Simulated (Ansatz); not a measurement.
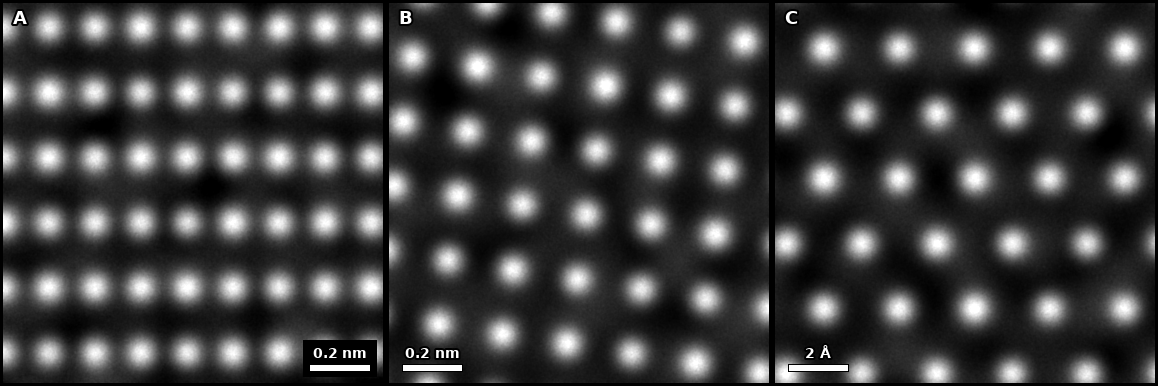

Three views of Mo (Im-3m, No. 229) along different zone axes. Simulated incoherent Z contrast: every atom adds Z^1.7 spread by a probe of 0.85 Å full width; channelling and multiple scattering are left out. The probe carries 15 % of its weight in a tail 2.5 times as wide. Shot noise and the speckle of an amorphous layer were added. Model: the geometry given to an electronic-structure calculation, possibly off equilibrium.

```cif
data_structure
_symmetry_space_group_name_H-M 'P 1'
_symmetry_Int_Tables_number 1
_cell_length_a 3.1500
_cell_length_b 3.1500
_cell_length_c 3.1500
_cell_angle_alpha 90.000
_cell_angle_beta 90.000
_cell_angle_gamma 90.000
_cell_volume 31.26
loop_
_atom_site_label
_atom_site_type_symbol
_atom_site_fract_x
_atom_site_fract_y
_atom_site_fract_z
_atom_site_occupancy
Mo1 Mo 0.00000 0.00000 0.00000 1
Mo2 Mo 0.50000 0.50000 0.50000 1
```

**Match the panels to the zone axes [001], [110] and [111].**

A is [110]: projected cell 1.57 × 2.23 Å, 90°, plane group p2mm. B is [001]: projected cell 2.23 × 2.23 Å, 90°, plane group p4mm. C is [111]: projected cell 2.57 × 2.57 Å, 120°, plane group p6mm.
